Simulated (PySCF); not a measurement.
# phenylsilane (C₆H₈Si): NMR shifts at several levels of theory, part 2 of 2

PySCF 2.14.0. Atoms count from 0. Earlier steps stand in the parts before.

## 6. Shielding tensors: B3LYP/pcSseg-1

What the job is given:

```
{"job": {"kind": "nmr", "xc": "B3LYP", "basis": "pcSseg-1", "pop": false}, "charge": 0, "multiplicity": 1}
Si     2.530349    -0.041866     0.244612
C      0.659683    -0.028276     0.072313
C     -0.058569    -1.218528    -0.112875
C     -1.447402    -1.207490    -0.241915
C     -2.142491    -0.001195    -0.187046
C     -1.444704     1.192781    -0.003126
C     -0.057896     1.177465     0.124999
H      3.173717     0.757193    -0.844122
H      3.021347    -1.450941     0.169473
H      2.950782     0.552377     1.551389
H      0.473376    -2.173222    -0.157462
H     -1.988720    -2.145861    -0.385458
H     -3.230554     0.009938    -0.287692
H     -1.985615     2.141297     0.040266
H      0.471833     2.124406     0.268344
```

With the program's defaults for keys left out, this is: GIAO B3LYP/pcSseg-1 NMR shielding, non-relativistic, gas phase.

The program printed:

```text
coarse grid: 13104 points
cycle   1  E = -522.8381258577  dE =  8.068e-01  |g| = 3.761e-01  |ddm| = 3.753e+00
cycle   2  E = -522.8253258078  dE =  1.280e-02  |g| = 4.418e-01  |ddm| = 1.027e+00
cycle   3  E = -522.8780286803  dE = -5.270e-02  |g| = 4.078e-02  |ddm| = 5.090e-01
cycle   4  E = -522.8780986740  dE = -6.999e-05  |g| = 3.567e-02  |ddm| = 6.912e-02
cycle   5  E = -522.8784485609  dE = -3.499e-04  |g| = 7.403e-03  |ddm| = 4.140e-02
cycle   6  E = -522.8784637331  dE = -1.517e-05  |g| = 1.476e-03  |ddm| = 8.262e-03
cycle   7  E = -522.8784642584  dE = -5.253e-07  |g| = 2.021e-04  |ddm| = 1.295e-03
final grid: 122152 points
cycle   8  E = -522.9314250853  dE = -2.450e-05  |g| = 4.889e-03  |ddm| = 3.128e-02
cycle   9  E = -522.9314228304  dE =  2.255e-06  |g| = 5.684e-03  |ddm| = 1.162e-02
cycle  10  E = -522.9314315625  dE = -8.732e-06  |g| = 3.319e-04  |ddm| = 6.213e-03
cycle  11  E = -522.9314315849  dE = -2.235e-08  |g| = 1.012e-04  |ddm| = 4.244e-04
cycle  12  E = -522.9314315864  dE = -1.518e-09  |g| = 6.180e-05  |ddm| = 1.399e-04
cycle  13  E = -522.9314315874  dE = -1.024e-09  |g| = 1.486e-05  |ddm| = 7.336e-05
cycle  14  E = -522.9314315875  dE = -5.787e-11  |g| = 5.575e-06  |ddm| = 1.981e-05
converged SCF energy = -522.9314315875

GIAO shielding tensors (ppm)
atom      isotropic    diamagn.    paramagn.     s11        s22        s33       span
  0 Si     403.590     880.013    -476.423    353.716    402.456    454.596    100.880
  1 C       44.036     257.498    -213.462    -56.233      3.121    185.219    241.452
  2 C       36.612     252.391    -215.779    -82.340     31.948    160.227    242.567
  3 C       45.061     253.690    -208.629    -68.933     35.276    168.839    237.771
  4 C       43.476     253.894    -210.418    -69.873     29.795    170.505    240.378
  5 C       45.232     253.515    -208.283    -69.320     35.793    169.223    238.542
  6 C       37.300     253.470    -216.170    -81.801     28.348    165.352    247.153
  7 H       26.844      28.490      -1.646     23.572     25.381     31.580      8.008
  8 H       27.105      28.730      -1.625     23.399     26.382     31.533      8.135
  9 H       26.847      28.485      -1.639     23.541     25.427     31.572      8.032
 10 H       23.791      32.236      -8.446     20.105     22.855     28.412      8.307
 11 H       24.081      30.173      -6.092     20.899     24.225     27.118      6.219
 12 H       24.042      29.598      -5.556     20.926     24.298     26.901      5.975
 13 H       24.029      30.218      -6.189     20.760     24.226     27.101      6.340
 14 H       23.806      32.185      -8.379     19.967     22.816     28.634      8.666
```

Run time: 16 s. Hardware: 1 thread, shared host.

Key values: δ C2 142.3, C4 135.8, C1 135.2, C3 134.1, H10 7.58, H12 7.34 ppm (means over like atoms).

## 7. Shielding tensors: PBE0/pcSseg-1

Same as in step 6 but for these lines:

```diff
@@ -1,2 +1,2 @@
-{"job": {"kind": "nmr", "xc": "B3LYP", "basis": "pcSseg-1", "pop": false}, "charge": 0, "multiplicity": 1}
+{"job": {"kind": "nmr", "xc": "PBE0", "basis": "pcSseg-1", "pop": false}, "charge": 0, "multiplicity": 1}
 Si     2.530349    -0.041866     0.244612
```

Level: GIAO PBE0/pcSseg-1 NMR shielding, non-relativistic, gas phase.

The program printed:

```text
coarse grid: 13104 points
cycle   1  E = -522.4195255923  dE =  8.647e-01  |g| = 3.221e-01  |ddm| = 3.710e+00
cycle   2  E = -522.4167338455  dE =  2.792e-03  |g| = 3.497e-01  |ddm| = 8.737e-01
cycle   3  E = -522.4494547694  dE = -3.272e-02  |g| = 3.307e-02  |ddm| = 3.958e-01
cycle   4  E = -522.4494680689  dE = -1.330e-05  |g| = 3.081e-02  |ddm| = 5.792e-02
cycle   5  E = -522.4497297310  dE = -2.617e-04  |g| = 5.519e-03  |ddm| = 3.482e-02
cycle   6  E = -522.4497380779  dE = -8.347e-06  |g| = 1.066e-03  |ddm| = 6.326e-03
final grid: 122152 points
cycle   7  E = -522.4910579594  dE = -2.448e-05  |g| = 6.362e-03  |ddm| = 3.928e-02
cycle   8  E = -522.4910551856  dE =  2.774e-06  |g| = 7.196e-03  |ddm| = 1.500e-02
cycle   9  E = -522.4910691938  dE = -1.401e-05  |g| = 4.271e-04  |ddm| = 7.779e-03
cycle  10  E = -522.4910692219  dE = -2.819e-08  |g| = 2.275e-04  |ddm| = 5.692e-04
cycle  11  E = -522.4910692354  dE = -1.346e-08  |g| = 5.330e-05  |ddm| = 2.514e-04
cycle  12  E = -522.4910692360  dE = -5.857e-10  |g| = 2.687e-05  |ddm| = 6.734e-05
converged SCF energy = -522.4910692360

GIAO shielding tensors (ppm)
atom      isotropic    diamagn.    paramagn.     s11        s22        s33       span
  0 Si     415.668     880.206    -464.538    366.530    414.307    466.167     99.637
  1 C       50.728     258.417    -207.689    -48.672     10.041    190.813    239.485
  2 C       42.079     252.333    -210.254    -75.382     35.261    166.358    241.740
  3 C       50.702     253.893    -203.190    -61.831     38.855    175.083    236.914
  4 C       48.978     254.254    -205.276    -63.010     33.182    176.762    239.772
  5 C       50.914     253.734    -202.820    -62.144     39.404    175.483    237.628
  6 C       42.774     253.420    -210.646    -74.833     31.659    171.495    246.327
  7 H       26.631      28.079      -1.448     23.287     25.129     31.477      8.191
  8 H       26.892      28.354      -1.462     23.091     26.144     31.441      8.351
  9 H       26.633      28.078      -1.444     23.254     25.176     31.470      8.216
 10 H       23.539      32.006      -8.467     19.724     22.736     28.156      8.432
 11 H       23.827      30.083      -6.256     20.553     24.124     26.804      6.252
 12 H       23.786      29.569      -5.783     20.584     24.191     26.582      5.998
 13 H       23.777      30.130      -6.354     20.416     24.128     26.787      6.371
 14 H       23.555      31.949      -8.395     19.586     22.702     28.376      8.790
```

Run time: 14 s. Hardware: 1 thread, shared host.

In short: δ C2 142.0, C4 135.4, C1 133.7, C3 133.6, H10 7.72, H12 7.48 ppm (means over like atoms).

## 8. NMR shieldings: mPW1PW91/pcSseg-1

Same as in step 7 but for these lines:

```diff
@@ -1,2 +1,2 @@
-{"job": {"kind": "nmr", "xc": "PBE0", "basis": "pcSseg-1", "pop": false}, "charge": 0, "multiplicity": 1}
+{"job": {"kind": "nmr", "xc": "mPW1PW91", "basis": "pcSseg-1", "pop": false}, "charge": 0, "multiplicity": 1}
 Si     2.530349    -0.041866     0.244612
```

Method: GIAO mPW1PW91/pcSseg-1 NMR shielding, non-relativistic, gas phase.

The program printed:

```text
coarse grid: 13104 points
cycle   1  E = -522.7819002429  dE =  8.629e-01  |g| = 3.244e-01  |ddm| = 3.712e+00
cycle   2  E = -522.7795877811  dE =  2.312e-03  |g| = 3.502e-01  |ddm| = 8.538e-01
cycle   3  E = -522.8124238946  dE = -3.284e-02  |g| = 3.337e-02  |ddm| = 3.932e-01
cycle   4  E = -522.8124349705  dE = -1.108e-05  |g| = 3.133e-02  |ddm| = 5.941e-02
cycle   5  E = -522.8127065956  dE = -2.716e-04  |g| = 5.501e-03  |ddm| = 3.524e-02
cycle   6  E = -522.8127149077  dE = -8.312e-06  |g| = 1.074e-03  |ddm| = 6.278e-03
final grid: 122152 points
cycle   7  E = -522.8546208575  dE = -2.478e-05  |g| = 4.504e-03  |ddm| = 3.854e-02
cycle   8  E = -522.8546192294  dE =  1.628e-06  |g| = 5.216e-03  |ddm| = 1.078e-02
cycle   9  E = -522.8546265402  dE = -7.311e-06  |g| = 4.005e-04  |ddm| = 5.483e-03
cycle  10  E = -522.8546265658  dE = -2.564e-08  |g| = 2.577e-04  |ddm| = 6.220e-04
cycle  11  E = -522.8546265841  dE = -1.834e-08  |g| = 4.835e-05  |ddm| = 2.806e-04
cycle  12  E = -522.8546265846  dE = -4.810e-10  |g| = 2.252e-05  |ddm| = 5.616e-05
converged SCF energy = -522.8546265846

GIAO shielding tensors (ppm)
atom      isotropic    diamagn.    paramagn.     s11        s22        s33       span
  0 Si     413.662     880.183    -466.521    365.744    412.334    462.910     97.166
  1 C       49.835     258.565    -208.729    -49.533      8.797    190.243    239.776
  2 C       41.223     252.341    -211.118    -76.473     34.405    165.737    242.210
  3 C       49.839     253.763    -203.924    -62.822     38.047    174.292    237.113
  4 C       48.074     254.073    -205.999    -64.035     32.372    175.883    239.918
  5 C       50.048     253.605    -203.557    -63.125     38.586    174.683    237.808
  6 C       41.896     253.393    -211.497    -75.995     30.883    170.799    246.793
  7 H       26.719      28.143      -1.425     23.381     25.220     31.554      8.173
  8 H       26.975      28.424      -1.449     23.172     26.236     31.518      8.346
  9 H       26.721      28.142      -1.421     23.349     25.267     31.547      8.198
 10 H       23.606      32.064      -8.457     19.800     22.801     28.218      8.418
 11 H       23.896      30.140      -6.245     20.627     24.183     26.877      6.250
 12 H       23.853      29.620      -5.767     20.657     24.247     26.654      5.997
 13 H       23.847      30.189      -6.342     20.494     24.187     26.860      6.366
 14 H       23.625      32.013      -8.389     19.673     22.766     28.436      8.763
```

Wall time 15 s (1 thread, shared host).

Key values: δ C2 142.0, C4 135.5, C1 133.7, C3 133.6, H10 7.70, H12 7.46 ppm (means over like atoms).

## 9. Run by run: NMR shifts

Shifts (ppm) of some atoms, chosen among heavy atoms and hydrogens apart, means over like atoms, with basis size and wall time:

```tsv
run	C2	C4	C1	C3	H12	H11	Si0	functions	time
B97-D/pcSseg-1	134.9	128.6	127.6	127.2	7.24	7.24	-64.1	166	24 s
BHandHLYP/pcSseg-1	144.4	138.1	136.7	135.8	7.46	7.42	-62.3	166	15 s
CAM-B3LYP/pcSseg-1	145.4	139.0	138.1	137.1	7.44	7.42	-65.5	166	20 s
B3LYP/pcSseg-1	142.3	135.8	135.2	134.1	7.34	7.33	-65.7	166	16 s
PBE0/pcSseg-1	142.0	135.4	133.7	133.6	7.48	7.46	-63.7	166	14 s
mPW1PW91/pcSseg-1	142.0	135.5	133.7	133.6	7.46	7.45	-62.8	166	15 s
measured	–	–	–	–	7.30	7.25	–	–	–
```

Measured: solution, CCl4, 309 K; Shapiro, Mohrmann, J. Phys. Chem. Ref. Data 1977, 6, 919.

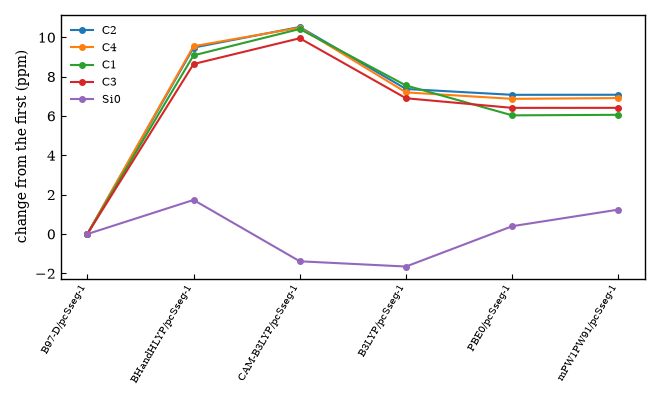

How five of the tabulated atoms move from run to run.

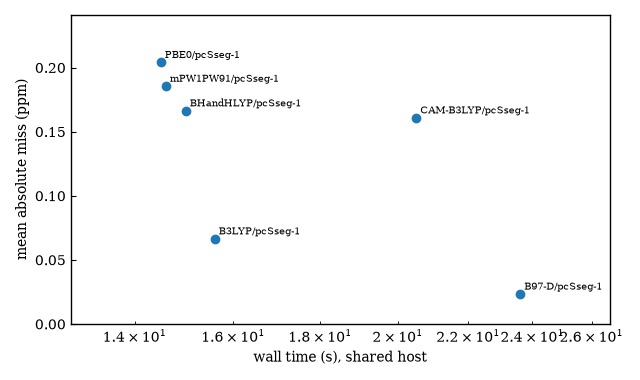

Cost against miss for the 3 measured 1H shifts.

## 10. What came out

The summary covers parts 1 to 2.

| quantity | value |
| --- | --- |
| point group | Cs |
| rotational constants (main isotopes) | 5.35, 1.49, 1.18 GHz |
| 13C shifts against TMS (B97-D/pcSseg-1, means over atoms taken as alike) | 134.9, 128.6, 127.6, 127.2 ppm |
| 1H shifts against TMS (B97-D/pcSseg-1, means over atoms taken as alike) | 7.50, 7.24, 7.24, 4.43 ppm |
| 29Si shifts against TMS (B97-D/pcSseg-1) | -64.1 ppm |
| measured, and computed on the same scale | H10 δ 7.50, 7.50; H11 δ 7.25, 7.24; H12 δ 7.30, 7.24 ppm |
| range of the shift of C2 | 134.9 to 145.4 ppm |

Single values in the summary come from the first run of each kind that ended normally (B97-D/pcSseg-1), which need not be the best level. Relaxing lowered the energy by 0.063 eV in 4 steps; the close pair that moved most is Si0–H8, from 1.464 to 1.494 Å. Against the measured 1H shifts the unscaled results are off by 0.02 ppm on average (signed mean -0.02, 3 signals). Vibration, temperature and solvent are missing from the calculation, and it holds one conformer, so part of the miss against the measured shifts is not the functional's. NICS(1)zz of -28 ppm above the planar ring from C1 marks a diatropic (aromatic) ring current. In ppm, C2 (with its like atoms) moves most: its shift spreads over 10.5 ppm, from 134.9 (B97-D/pcSseg-1) to 145.4 (CAM-B3LYP/pcSseg-1). Part of that comes from the computed reference. For the 3 measured 1H shifts, B97-D/pcSseg-1 misses least (0.02 ppm, 24 s) and PBE0/pcSseg-1 most (0.20 ppm, 14 s). One molecule ranks no method: errors cancel, and vibration and temperature are missing from all runs.
